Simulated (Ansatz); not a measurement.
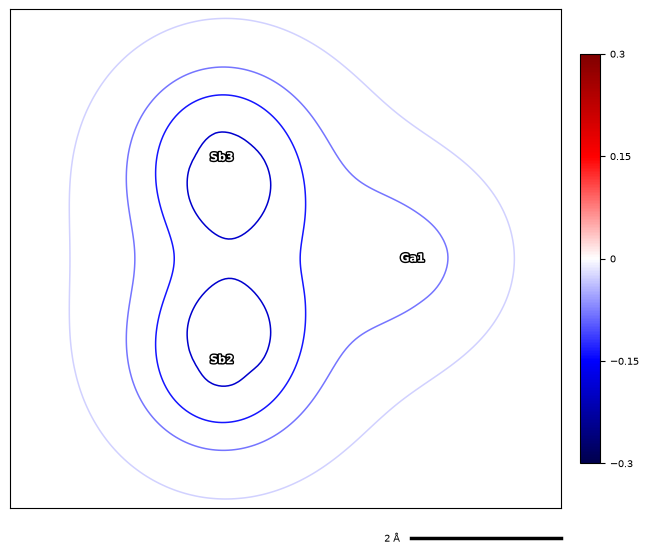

Figure 1: Ga···Sb$_{2}$ (charge −1, triplet). The HOMO−1 (β) on a plane 0.8 Å above the molecular plane (values in Å⁻³ᐟ²; the overall sign is arbitrary).

Geometry: B3LYP-D4/def2-TZVPD; core potentials replace the inner electrons of Sb.

Level of theory: UKS PBE0-D4/def2-TZVPD (Ansatz 0.2.0).

> Describe this orbital and give its energy.

It lies mainly on Sb2 (about 40 %), Sb3 (about 40 %) and Ga1 (about 15 %); it changes sign across the molecular plane (π type); π-bonding across Sb2–Sb3. Its energy is −1.32 eV.
